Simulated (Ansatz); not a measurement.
# singlet [N2H3]+ at 6 levels

Wanted: a comparison of 6 runs (BHLYP/STO-3G, HSE06/STO-3G, r2SCAN/STO-3G, wB97M-V/STO-3G, wB97X/STO-3G, BCCD(T)/STO-3G) of singlet [N2H3]+. 

The results are computed with Ansatz 0.2.0.

34 further runs of the same task are left out: 34 set aside as unsound or not needed.

## 1. The structure to begin with

The species is [N2H3]+ (5 atoms), meant as a singlet with charge +1. As SMILES of the parent species, `[NH]N`. The shape is that of a GFN2-xTB optimisation. This is one conformer, not always the lowest. That shape belongs to the parent species and isn't relaxed for this state.

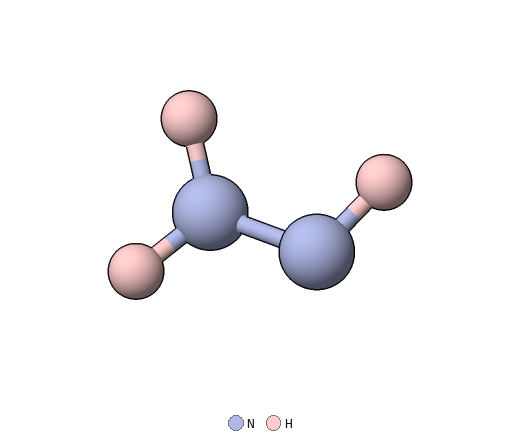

The structure, seen from a chosen angle (nitrogen light blue, hydrogen pink).

## 2. A single-point energy at BHLYP/STO-3G (run 1)

job.yaml reads:

```yaml
crystal:
  periodic: [false, false, false]
  atoms:
    - symbol: "N"
      position_ang: [-0.174970, -0.805480, 0.447260]
    - symbol: N
      position_ang: [-0.126270, 0.251970, -0.365880]
    - symbol: H
      position_ang: [0.751750, -0.989150, 0.831090]
    - symbol: H
      position_ang: [-1.043070, 0.577800, -0.638700]
    - symbol: H
      position_ang: [0.592550, 0.964850, -0.273770]
basis:
  gaussian: {orbitals: STO-3G}
total_charge: 1
hamiltonian: {xc: {name: BHLYP}}
accuracy: high
```

Started as:

```
ansatz run job.yaml --threads 1 --pin off --max-ram 2610MiB --events-out events.jsonl --progress --plain --runs-dir runs
```

What it wrote:

```text
Warning: RAYON_NUM_THREADS=1 ignored (pool sized by the plan → 1); use --threads N
Functional definition: BHLYP
  name "BHLYP"
  parameter a = 0.5
  exchange = (1 - a)*b88_x + a*exact_x
  correlation = lyp_c
209 factors; integrals over basis functions are off by at most 1.2e-8 eV
mean field evaluation 1: about -2977.6956 eV, gradient 1.0e1 eV
mean field evaluation 2: about -2977.8068 eV, gradient 1.1e1 eV
mean field evaluation 4: about -2978.1066 eV, gradient 5.4e-1 eV
mean field evaluation 8: about -2978.1130 eV, gradient 4.0e-3 eV
mean field evaluation 16: about -2978.1130 eV, gradient 1.7e-7 eV
mean field -2978.11295119 eV, -109.4436323189 hartree, gradient 1.6e-8 eV, S^2 0.000000; 0 other end points of the search recorded, 0 dependent functions left out
reference -2978.11296731 eV, -109.4436329112 hartree; 8, 8 occupied and 5, 5 virtual orbitals, 209 factors
Total energy: -2978.11296731 eV, -109.4436329112 hartree
```

It took 0.75 s on 1 thread of Arm Neoverse V1, shared host.

## 3. The energy at HSE06/STO-3G (run 2)

in.yaml reads:

```yaml
basis:
  gaussian: {orbitals: STO-3G}
crystal:
  periodic: [false, false, false]
  atoms:
    - {symbol: N, position_ang: [-0.174970, -0.805480, 0.447260]}
    - {symbol: N, position_ang: [-0.126270, 0.251970, -0.365880]}
    - {symbol: H, position_ang: [0.751750, -0.989150, 0.831090]}
    - {symbol: H, position_ang: [-1.043070, 0.577800, -0.638700]}
    - {symbol: H, position_ang: [0.592550, 0.964850, -0.273770]}
total_charge: 1
magnetization: {spin_polarized: false}
hamiltonian: {xc: hse06}
accuracy: high
```

Started as:

```
ansatz run in.yaml --threads 1 --pin off --max-ram 2610MiB --events-out events.jsonl --progress --plain --runs-dir runs
```

What it wrote:

```text
Warning: RAYON_NUM_THREADS=1 ignored (pool sized by the plan → 1); use --threads N
Functional definition: HSE06
  name "HSE06"
  parameter a = 0.25
  parameter omega = 0.11/bohr
  exchange = pbe_x - a*pbe_x_sr(omega) + a*exact_x_sr(omega)
  correlation = pbe_c
209 factors; integrals over basis functions are off by at most 1.2e-8 eV
50 factors; integrals over basis functions are off by at most 3.0e-10 eV
mean field evaluation 1: about -2976.1527 eV, gradient 1.2e1 eV
mean field evaluation 2: about -2976.1528 eV, gradient 1.3e1 eV
mean field evaluation 4: about -2976.6680 eV, gradient 2.8e-1 eV
mean field evaluation 8: about -2976.6447 eV, gradient 6.4e-3 eV
mean field evaluation 16: about -2976.6447 eV, gradient 1.5e-8 eV
mean field -2976.64468847 eV, -109.3896746592 hartree, gradient 1.5e-8 eV, S^2 0.000000; 0 other end points of the search recorded, 0 dependent functions left out
reference -2976.64469012 eV, -109.3896747198 hartree; 8, 8 occupied and 5, 5 virtual orbitals, 209 factors
Total energy: -2976.64469012 eV, -109.3896747198 hartree
```

It took 0.87 s on 1 thread of Arm Neoverse V1, shared host.

Run 3 isn't shown in full; the table further down has it.

## 4. A single-point energy at wB97M-V/STO-3G (run 4)

job.yaml reads:

```yaml
crystal:
  periodic: [false, false, false]
  atoms:
    - {symbol: N, position_ang: [-0.174970, -0.805480, 0.447260]}
    - {symbol: N, position_ang: [-0.126270, 0.251970, -0.365880]}
    - {symbol: H, position_ang: [0.751750, -0.989150, 0.831090]}
    - {symbol: H, position_ang: [-1.043070, 0.577800, -0.638700]}
    - {symbol: H, position_ang: [0.592550, 0.964850, -0.273770]}
basis:
  gaussian:
    orbitals: STO-3G
total_charge: 1
hamiltonian:
  xc: {name: wB97M-V}
accuracy: high
```

Started as:

```
ansatz run job.yaml --threads 1 --pin off --max-ram 2610MiB --events-out events.jsonl --progress --plain --runs-dir runs
```

What it wrote, shortened:

```text
Warning: RAYON_NUM_THREADS=1 ignored (pool sized by the plan → 1); use --threads N
Functional definition: wB97M-V
  name "wB97M-V"
[...]
  gx(w, u) = 1 - cx + cx01*u + cx10*w
  gss(w, u) = css00 + css04*u^4 + css10*w + css20*w^2 + css43*w^4*u^3
  gos(w, u) = cos00 + cos10*w + (cos20 + cos21*u)*w^2 + (cos60 + cos61*u)*w^6
[...]
      + integral(e_c_pw_mod_opposite_spin*gos(b97_w_opposite, b97_u_opposite)) + vv10(b, c)
209 factors; integrals over basis functions are off by at most 1.2e-8 eV
118 factors; integrals over basis functions are off by at most 4.7e-10 eV
[...]
mean field -2979.68999301 eV, -109.5015875367 hartree, gradient 7.6e-9 eV, S^2 0.000000; 0 other end points of the search recorded, 0 dependent functions left out
reference -2979.68999502 eV, -109.5015876105 hartree; 8, 8 occupied and 5, 5 virtual orbitals, 209 factors
Total energy: -2979.68999502 eV, -109.5015876105 hartree
```

Wall time 11 s (1 thread of Arm Neoverse V1, shared host); peak memory 0.21 GiB.

Run 5 isn't shown in full; the table further down has it.

## 5. A single-point energy at BCCD(T)/STO-3G (run 6)

input.yaml reads:

```yaml
basis:
  gaussian: {orbitals: STO-3G}
crystal:
  periodic: [false, false, false]
  atoms:
    - {symbol: N, position_ang: [-0.174970, -0.805480, 0.447260]}
    - {symbol: N, position_ang: [-0.126270, 0.251970, -0.365880]}
    - {symbol: H, position_ang: [0.751750, -0.989150, 0.831090]}
    - {symbol: H, position_ang: [-1.043070, 0.577800, -0.638700]}
    - {symbol: H, position_ang: [0.592550, 0.964850, -0.273770]}
accuracy: high
total_charge: 1
scf: {omitted_lower_state_checks: [cluster_reference, increment]}
correlation: {method: bccd_t, frozen_orbitals: {H: 0, "N": 1}}
```

Started as:

```
ansatz run input.yaml --threads 1 --pin off --max-ram 2610MiB --events-out events.jsonl --progress --plain --runs-dir runs
```

What it wrote, shortened:

```text
Warning: RAYON_NUM_THREADS=1 ignored (pool sized by the plan → 1); use --threads N
Functional definition: HF
  name "HF"
[...]
209 factors; integrals over basis functions are off by at most 1.2e-8 eV
[...]
mean field -2963.33626638 eV, -108.9005991681 hartree, gradient 5.7e-8 eV, S^2 0.000000; 0 other end points of the search recorded, 0 dependent functions left out; unrestricted orbitals would lower it
2 core orbitals not correlated: weight in the atoms' cores, before any rotation towards them, 1.000 or more for the frozen orbitals, at most 0.000 for the correlated occupied ones
reference -2963.33626638 eV, -108.9005991681 hartree; 6, 6 occupied and 5, 5 virtual orbitals, 209 factors
second order -3.64898856 eV of doubles, -0.00000000 eV of singles
cycle   1  -4.03891552 eV  change   -3.9e-1 eV  update   1.0e-1
[...]
cycle  23  -4.50044161 eV  change  -1.4e-11 eV  update  1.6e-10
perturbative correction -0.09673042 eV, -0.0035547773 hartree
Total energy: -2967.93343841 eV, -109.0695421242 hartree
Checks for a lower state left out: cluster_reference, increment
```

Run time: 0.14 s. Hardware: 1 thread of Arm Neoverse V1, shared host.

## 6. All runs side by side

```csv
run,level,frozen core orbitals,energy (Eh),wall time
1,BHLYP/STO-3G,–,-109.443633,0.75 s
2,HSE06/STO-3G,–,-109.389675,0.87 s
3,r2SCAN/STO-3G,–,-109.460174,1.7 s
4,wB97M-V/STO-3G,–,-109.501588,11 s
5,wB97X/STO-3G,–,-109.493174,3.6 s
6,BCCD(T)/STO-3G,2,-109.069542,0.14 s
```

## 7. What came out

| quantity | value |
| --- | --- |
| run 6: total energy | -109.06954 Eh |
| run 6: correlation energy (2 core orbitals frozen) | -168.9 mEh |
| run 6: (T) correction | -3.55 mEh |

What this shows: Totals of different functionals can't be ranked against each other. In run 6 the log says that unrestricted orbitals would lower the reference, so the values rest on an unstable closed-shell determinant (other closed-shell runs at this shape may share the fault). In runs 1, 2, 3, 4, 5, 6 the basis is minimal, so the values are rough. All runs together took 19 s, the longest 11 s.
